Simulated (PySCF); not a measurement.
# Si2N2H8 (SMILES N[SiH2][SiH2]N): r2SCAN/ANO-RCC-VDZP (sfX2C)

What is the vertical ionisation energy of Si2N2H8 at r2SCAN/ANO-RCC-VDZP (sfX2C)? The job is set up through a Python script.

The calculation is run with PySCF 2.14.0.

**1. The molecule**

The species is Si2N2H8 (12 atoms), meant as a singlet with charge 0. As SMILES, `N[SiH2][SiH2]N`. The shape is that of a PBE0-D4/def2-TZVP optimisation. This is one conformer, not always the lowest.

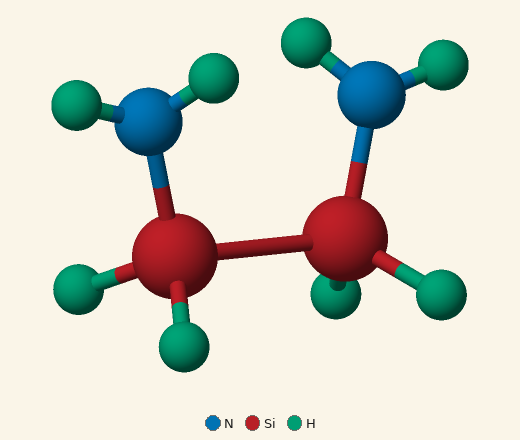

Viewed from a chosen angle; nitrogen blue, silicon red, hydrogen teal.

**2. The energy at r2SCAN/ANO-RCC-VDZP (sfX2C)**

The input, job.py:

```python
from pyscf import gto, dft

system = gto.M(
    atom='''
N     -1.097900     1.361200    -0.600700
Si     0.237500     1.274800     0.494900
Si     0.906400    -0.977600     0.422600
N     -0.305600    -1.754400    -0.535700
H     -1.011200     0.880200    -1.483000
H     -1.608700     2.223300    -0.711100
H      1.390800     2.179400     0.189700
H     -0.252100     1.681300     1.841800
H      1.090200    -1.519500     1.806200
H      2.216100    -1.161900    -0.262900
H     -1.268400    -1.510600    -0.360100
H     -0.219800    -2.731700    -0.767700
''',
    basis='ano-rcc-vdzp',
    max_memory=1860,
    verbose=3,
    spin=0,
)

mf = dft.RKS(system, xc='r2scan')
mf = mf.sfx2c1e()
mf.grids.level = 4
mf.conv_tol = 1e-10
mf.kernel()
if not mf.converged:
    mf = mf.newton().run(mf.mo_coeff, mf.mo_occ)

energy = mf.e_tot
print('E = %.10f Eh' % energy)
```

Started as:

```console
$ OMP_NUM_THREADS=1 python job.py
```

The log of the run:

```text
converged SCF energy = -694.560066465036
E = -694.5600664650 Eh
```

Wall time 2 min (1 thread of Arm Neoverse N1, shared host); peak memory 0.61 GiB.

**3. The doublet cation, same level**

The input, calc.py:

```python
from pyscf import gto, dft

mol = gto.M(
    atom='''
N     -2.074730     2.572295    -1.135158
Si     0.448810     2.409023     0.935225
Si     1.712848    -1.847396     0.798598
N     -0.577500    -3.315336    -1.012326
H     -1.910891     1.663337    -2.802464
H     -3.040002     4.201428    -1.343784
H      2.628231     4.118469     0.358481
H     -0.476400     3.177197     3.480498
H      2.060179    -2.871439     3.413223
H      4.187822    -2.195673    -0.496809
H     -2.396929    -2.854620    -0.680490
H     -0.415362    -5.162165    -1.450743
''',
    spin=1,
    verbose=4,
    charge=1,
    max_memory=1860,
    basis='ano-rcc-vdzp',
    unit='bohr',
)

calc0 = dft.UKS(mol)
calc0.xc = 'r2scan'
calc0 = calc0.sfx2c1e()
calc0.grids.level = 4
calc0.conv_tol = 1e-10
calc0.kernel()
if not calc0.converged:
    calc0 = calc0.newton().run(calc0.mo_coeff, calc0.mo_occ)

energy = calc0.e_tot
print('Final energy', energy)
```

Started as:

```console
$ OMP_NUM_THREADS=1 python calc.py
```

The log of the run:

```text
PySCF version 2.14.0

[... 68 lines left out ...]
[... the frontier-level lines of each cycle are left out ...]
[... 66 lines left out ...]
SCF not converged.
SCF energy = -694.239070828916 after 50 cycles  <S^2> = 0.75749541  2S+1 = 2.0074814
[... 25 lines left out ...]

becke partition: Becke, JCP 88, 2547 (1988); DOI:10.1063/1.454033
pruning grids: <function nwchem_prune>
grids dens level: 4
symmetrized grids: False
atomic radii adjust function: <function treutler_atomic_radii_adjust>
small_rho_cutoff = 0

******** <class 'pyscf.x2c.sfx2c1e.SpinFreeX2CHelper'> ********
approx = 1e
xuncontract = 1
******** <class 'pyscf.x2c.sfx2c1e.sfX2C1eUKS'> Newton solver flags ********
SCF tol = 1e-10
conv_tol_grad = None
max. SCF cycles = 50
direct_scf = True
direct_scf_tol = 1e-13
max_cycle_inner = 12
max_stepsize = 0.05
ah_start_tol = 1e+09
ah_level_shift = 0
ah_conv_tol = 1e-12
ah_lindep = 1e-14
ah_start_cycle = 1
ah_max_cycle = 40
ah_grad_trust_region = 2.5
kf_interval = 4
kf_trust_region = 5
canonicalization = True
Set conv_tol_grad to 1e-05
Initial guess E= -694.239070828916  |g|= 7.48494e-05
macro= 0  E= -694.239070833377  delta_E= -4.46016e-09  |g|= 7.48494e-05  1 KF 3 JK
macro= 1  E= -694.239070833375  delta_E= 1.59162e-12  |g|= 3.17289e-06  1 KF 2 JK
Canonicalize SCF orbitals
macro X = 2  E=-694.239070833375  |g|= 3.17289e-06  total 3 KF 8 JK
converged SCF energy = -694.239070833375  <S^2> = 0.75749541  2S+1 = 2.0074814
Final energy -694.239070833375
```

Wall time 5.4 min (1 thread of Arm Neoverse N1, shared host); peak memory 0.95 GiB.

**4. Results**

At r2SCAN/ANO-RCC-VDZP (sfX2C):

```
                                          quantity          value
                     singlet Si2N2H8: total energy  -694.56007 Eh
                    singlet Si2N2H8: dipole moment         1.75 D
                      singlet Si2N2H8: HOMO energy       -6.04 eV
                      singlet Si2N2H8: LUMO energy       -0.69 eV
                    singlet Si2N2H8: HOMO–LUMO gap        5.35 eV
                      doublet cation: total energy  -694.23907 Eh
doublet cation: HOMO energy (highest over α and β)      -11.67 eV
 doublet cation: LUMO energy (lowest over α and β)      -11.41 eV
                              doublet cation: ⟨S²⟩          0.757
vertical ionisation energy (to the doublet cation)       8.735 eV
```

**Reading.** The vertical ionisation energy comes to 8.73 eV (201 kcal/mol). The negative HOMO energy of the first species, 6.04 eV, lies 2.70 eV below that difference. Mulliken charges (singlet Si2N2H8) run from -0.15 on N1 to +0.40 on Si2. Mulliken charges (doublet cation) run from -0.04 on H8 to +0.48 on Si2.
